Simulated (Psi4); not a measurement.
**[NH3]+ (SMILES [NH3+]): levels of theory compared**

Aim: a comparison of 6 runs (UHF/STO-3G, UPBE0/def2-SVP, UPBE0/pcseg-2, UMP2.5/DZP, OLCCD/6-311G**) of [NH3]+. 

The results are computed with Psi4 1.11.

4 further runs of the same task are left out: 4 that didn't finish.

### 1 The molecule

[NH3]+: 4 atoms, total charge +1, spin state doublet. As SMILES, `[NH3+]`. Geometry: relaxed at GFN2-xTB.

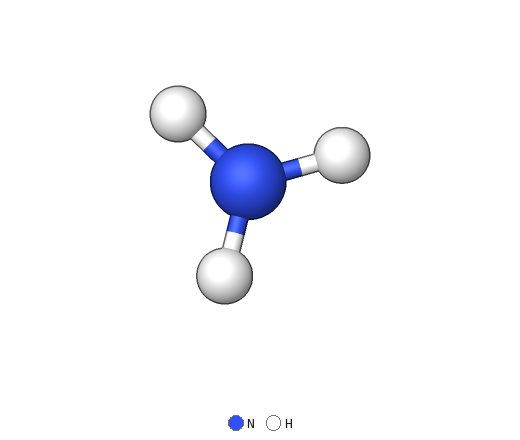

Viewed from a chosen angle; nitrogen blue, hydrogen white.

### 2 Energy and gradient at UHF/STO-3G (run 1)

Contents of run.py:

```python
import psi4

psi4.set_memory(1600000000)
psi4.set_num_threads(1)
psi4.set_output_file('run.log', False)

m = psi4.geometry("""
1 2
N      0.00026456    -0.00154958    -0.00062361
H      0.96508313    -0.45117211     1.62384166
H     -1.88114677    -0.45262720    -0.16971630
H      0.91579907     0.90532999    -1.45350175
units au
symmetry c1
""")

options = {'basis': 'STO-3G', 'reference': 'uhf', 'puream': True, 'e_convergence': 1e-09, 'd_convergence': 1e-08, 'scf_type': 'pk', 'maxiter': 200}
psi4.set_options(options)

e_tot, wfn = psi4.gradient("scf", return_wfn=True)
psi4.oeprop(wfn, "MULLIKEN_CHARGES", "LOWDIN_CHARGES", "QUADRUPOLE", title="SCF")
print('gradient / Eh bohr^-1')
print(e_tot.np.round(6))
print(f'energy = {wfn.energy():.10f} Eh')
```

Started as:

```sh
$ python run.py
```

run.log:

```text
[...]
  Running in c1 symmetry.
[...]
  Nuclear repulsion =   11.704920463920402
[...]
  Multiplicity = 2
[...]
  Nalpha       = 5
  Nbeta        = 4
[...]
    Number of basis functions: 8
[...]
   @UHF iter   1:   -55.17739134923129   -7.19628e-01   2.55130e-02 ADIIS/DIIS
[...]
   @UHF iter   9:   -55.20460829316841   -7.10543e-15   1.18680e-09 DIIS
[...]
   @S^2 Observed:                7.624479130E-01
[...]
  @UHF Final Energy:   -55.20460829316841
   => Energetics <=
    Nuclear Repulsion Energy =             11.7049204639204021
    One-Electron Energy =                 -93.8463356480994264
    Two-Electron Energy =                  26.9368068910106118
    Total Energy =                        -55.2046082931684126
  UHF NO Occupations:
  HONO-2 :    3  A 1.9985079
  HONO-1 :    4  A 1.9967521
[...]
  -Total Gradient:
     Atom            X                  Y                   Z
    ------   -----------------  -----------------  -----------------
       1       -0.000032422321    -0.000029878041    -0.000048807939
       2       -0.015031075576     0.007079423963    -0.025355129448
       3        0.029376482147     0.007096731467     0.002640332974
       4       -0.014312984249    -0.014146277390     0.022763604413
[...]
  Mulliken Charges: (a.u.)
   Center  Symbol    Alpha    Beta     Spin     Total
       1     N     4.19246  2.95334  1.23912 -0.14581
       2     H     0.26918  0.34889 -0.07971  0.38194
       3     H     0.26917  0.34888 -0.07971  0.38196
       4     H     0.26919  0.34889 -0.07970  0.38191
   Total alpha =  5.00000, Total beta =  4.00000, Total charge =  1.00000
  Lowdin Charges: (a.u.)
   Center  Symbol    Alpha    Beta     Spin     Total
       1     N     4.01281  2.83119  1.18161  0.15600
       2     H     0.32906  0.38960 -0.06054  0.28134
[...]
```

Standard output:

```text
gradient / Eh bohr^-1
[[-3.2000e-05 -3.0000e-05 -4.9000e-05]
 [-1.5031e-02  7.0790e-03 -2.5355e-02]
 [ 2.9376e-02  7.0970e-03  2.6400e-03]
 [-1.4313e-02 -1.4146e-02  2.2764e-02]]
energy = -55.2046082932 Eh
```

It took 1.4 s on 1 thread of INTEL XEON PLATINUM 8581C at 2.10GHz (Emerald Rapids), shared host; peak memory 0.18 GiB.

### 3 Energy and forces at UPBE0/def2-SVP (run 2)

Contents of h3n.xyz:

```xyz
4
H3N
N      0.000140    -0.000820    -0.000330
H      0.510700    -0.238750     0.859300
H     -0.995460    -0.239520    -0.089810
H      0.484620     0.479080    -0.769160
```

Contents of h3n.py:

```python
import psi4

psi4.set_memory('1600 MB')
psi4.set_num_threads(1)
psi4.set_output_file('run.log', False)

with open('h3n.xyz') as f:
    atoms = ''.join(f.readlines()[2:])
mol = psi4.geometry('1 2\n' + atoms + 'symmetry c1')

psi4.set_options({
    'basis': 'def2-SVP',
    'reference': 'uks',
    'puream': True,
    'e_convergence': 1e-09,
    'd_convergence': 1e-08,
    'scf_type': 'pk',
    'dft_radial_points': 99,
    'dft_spherical_points': 590,
    'maxiter': 200,
})

energy_value, wavefunction = psi4.gradient("pbe0", return_wfn=True)
print('gradient / Eh bohr^-1')
print(energy_value.np.round(6))
print(f'energy = {wavefunction.energy():.10f} Eh')
```

Started as:

```sh
$ python h3n.py
```

run.log:

```text
[...]
  Running in c1 symmetry.
[...]
  Nuclear repulsion =   11.704920460444230
[...]
  Multiplicity = 2
[...]
  Nalpha       = 5
  Nbeta        = 4
[...]
    Number of basis functions: 29
[...]
   @UKS iter   1:   -56.06126690439153   -1.08980e-02   7.11562e-03 DIIS/ADIIS
[...]
   @UKS iter   9:   -56.08017651066188   -1.84741e-13   1.14103e-09 DIIS
[...]
   @S^2 Observed:                7.540942034E-01
[...]
  @UKS Final Energy:   -56.08017651066188
   => Energetics <=
    Nuclear Repulsion Energy =             11.7049204604442298
    One-Electron Energy =                 -95.0510993420327566
    Two-Electron Energy =                  33.0443152127776543
    DFT Exchange-Correlation Energy =      -5.7783128418510028
    Empirical Dispersion Energy =           0.0000000000000000
    VV10 Nonlocal Energy =                  0.0000000000000000
    Total Energy =                        -56.0801765106618788
[...]
  -Total Gradient:
     Atom            X                  Y                   Z
    ------   -----------------  -----------------  -----------------
       1       -0.000002706605    -0.000122992243    -0.000076347673
       2       -0.001935742681     0.000970465287    -0.003284338530
       3        0.003812428122     0.000968657688     0.000348430214
       4       -0.001874004331    -0.001816133726     0.003012283981
[...]
```

On the terminal:

```text
gradient / Eh bohr^-1
[[-3.000e-06 -1.230e-04 -7.600e-05]
 [-1.936e-03  9.700e-04 -3.284e-03]
 [ 3.812e-03  9.690e-04  3.480e-04]
 [-1.874e-03 -1.816e-03  3.012e-03]]
energy = -56.0801765107 Eh
```

Run time: 5.7 s. Hardware: 1 thread of INTEL XEON PLATINUM 8581C at 2.10GHz (Emerald Rapids), shared host; peak memory 0.41 GiB.

Runs 3 to 4 aren't shown in full; the table further down has their settings and results.

### 4 A single-point energy at OLCCD/6-311G(d,p) (sfX2C, fitted SCF) (run 5)

Contents of calc.in:

```
memory 1600 mb

molecule mol {
  1 2
  N      0.000140    -0.000820    -0.000330
  H      0.510700    -0.238750     0.859300
  H     -0.995460    -0.239520    -0.089810
  H      0.484620     0.479080    -0.769160
}

set basis 6-311G**
set reference uhf
set scf_type df
set cc_type conv
set relativistic x2c

E, wfn = energy('olccd', return_wfn=True)
print_variables()
```

Started as:

```sh
$ psi4 calc.in calc.out -n 1
```

calc.out:

```text
[...]
  Running in c1 symmetry.
[...]
  Nuclear repulsion =   11.704920460444230
[...]
  Multiplicity = 2
[...]
  Nalpha       = 5
  Nbeta        = 4
[...]
    Number of basis functions: 36
[...]
   @DF-UHF iter   1:   -55.89150283023452   -2.45976e-01   5.88956e-03 DIIS/ADIIS
[...]
   @DF-UHF iter  11:   -55.92509448528806   -1.98952e-13   1.03635e-09 DIIS
[...]
   @S^2 Observed:                7.610739486E-01
[...]
  @DF-UHF Final Energy:   -55.92509448528806
   => Energetics <=
    Nuclear Repulsion Energy =             11.7049204604442298
    One-Electron Energy =                 -95.1386794570102126
    Two-Electron Energy =                  27.5086645112779209
    Total Energy =                        -55.9250944852880636
  UHF NO Occupations:
  HONO-2 :    3  A 1.9989203
  HONO-1 :    4  A 1.9966156
[...]
 Multipole Moments:
 ------------------------------------------------------------------------------------
     Multipole            Electronic (a.u.)      Nuclear  (a.u.)        Total (a.u.)
 ------------------------------------------------------------------------------------
 L = 1.  Multiply by 2.5417464519 to convert [e a0] to [Debye]
 Dipole X            :          0.0001117           -0.0004319           -0.0003202
 Dipole Y            :         -0.0008688            0.0025217            0.0016529
 Dipole Z            :         -0.0003176            0.0010179            0.0007003
 Magnitude           :                                                    0.0018235
[...]
	SCS-MP2 Total Energy (a.u.)        :   -56.09991568478953
	SOS-MP2 Total Energy (a.u.)        :   -56.10198804778401
	SCSN-MP2 Total Energy (a.u.)       :   -55.98600028304343
[...]
	SOS-PI-MP2 Total Energy (a.u.)     :   -56.11559500220496
[...]
	MP2 Total Energy (a.u.)            :   -56.09577095880056
[...]
```

It took 3.9 s on 1 thread of INTEL XEON PLATINUM 8581C at 2.10GHz (Emerald Rapids), shared host; peak memory 0.21 GiB.

### 5 A single-point energy at OLCCD/6-311G(d,p) (sfX2C, fitted SCF, Cartesian functions) (run 6)

Contents of job.inp:

```
memory 1.6 GB

molecule {
  1 2
  N      0.000140    -0.000820    -0.000330
  H      0.510700    -0.238750     0.859300
  H     -0.995460    -0.239520    -0.089810
  H      0.484620     0.479080    -0.769160
  units angstrom
}

set reference uhf
set scf_type df
set cc_type conv
set puream false
set relativistic x2c

e_tot = energy("olccd/6-311G**")
```

Started as:

```sh
$ psi4 -n 1 job.inp job.out
```

job.out:

```text
[...]
  Running in c1 symmetry.
[...]
  Nuclear repulsion =   11.704920460444230
[...]
  Multiplicity = 2
[...]
  Nalpha       = 5
  Nbeta        = 4
[...]
    Number of basis functions: 37
[...]
   @DF-UHF iter   1:   -55.89155167302224   -2.46020e-01   5.74262e-03 DIIS/ADIIS
[...]
   @DF-UHF iter  11:   -55.92521194682165   -1.56319e-13   1.04307e-09 DIIS
[...]
   @S^2 Observed:                7.610820971E-01
[...]
  @DF-UHF Final Energy:   -55.92521194682165
   => Energetics <=
    Nuclear Repulsion Energy =             11.7049204604442298
    One-Electron Energy =                 -95.1360784163153994
    Two-Electron Energy =                  27.5059460090495236
    Total Energy =                        -55.9252119468216478
  UHF NO Occupations:
  HONO-2 :    3  A 1.9989188
  HONO-1 :    4  A 1.9966149
[...]
 Multipole Moments:
 ------------------------------------------------------------------------------------
     Multipole            Electronic (a.u.)      Nuclear  (a.u.)        Total (a.u.)
 ------------------------------------------------------------------------------------
 L = 1.  Multiply by 2.5417464519 to convert [e a0] to [Debye]
 Dipole X            :          0.0001116           -0.0004319           -0.0003202
 Dipole Y            :         -0.0008683            0.0025217            0.0016534
 Dipole Z            :         -0.0003174            0.0010179            0.0007005
 Magnitude           :                                                    0.0018240
[...]
	SCS-MP2 Total Energy (a.u.)        :   -56.10312471887949
	SOS-MP2 Total Energy (a.u.)        :   -56.10517772715374
	SCSN-MP2 Total Energy (a.u.)       :   -55.98746720468139
[...]
	SOS-PI-MP2 Total Energy (a.u.)     :   -56.11902107414653
[...]
	MP2 Total Energy (a.u.)            :   -56.09901870233101
[...]
```

Run time: 4.2 s. Hardware: 1 thread of INTEL XEON PLATINUM 8581C at 2.10GHz (Emerald Rapids), shared host; peak memory 0.21 GiB.

### 6 All runs side by side

```
run                                                    level         integration grid      task  energy (Eh)  HOMO energy (eV)  LUMO energy (eV)   ⟨S²⟩  wall time
  1                                               UHF/STO-3G                        –  gradient   -55.204608            -25.49             -4.29  0.762      1.4 s
  2                                           UPBE0/def2-SVP  99 radial × 590 angular  gradient   -56.080177            -19.96            -12.69  0.754      5.7 s
  3                                            UPBE0/pcseg-2  99 radial × 590 angular    energy   -56.146434            -19.90            -12.74  0.754      8.7 s
  4             UMP2.5/DZP (fitted SCF, Cartesian functions)                        –    energy   -56.044899            -25.02             -6.53  0.761      1.6 s
  5                       OLCCD/6-311G** (sfX2C, fitted SCF)                        –    energy   -56.119628            -25.01             -6.37  0.761      3.9 s
  6  OLCCD/6-311G** (sfX2C, fitted SCF, Cartesian functions)                        –    energy   -56.122656            -25.01             -6.36  0.761      4.2 s
```

### 7 Outcome

| quantity | value |
| --- | --- |
| run 6: total energy | -56.12266 Eh |
| run 6: HOMO energy (Hartree–Fock orbitals) (highest over α and β) | -25.01 eV |
| run 6: LUMO energy (Hartree–Fock orbitals) (lowest over α and β) | -6.36 eV |
| run 6: correlation energy | -197.4 mEh |
| run 6: ⟨S²⟩ of the reference determinant | 0.761 |

**Reading.** In run 1 the basis is minimal, so the values are rough. All runs together took 26 s, the longest 8.7 s.
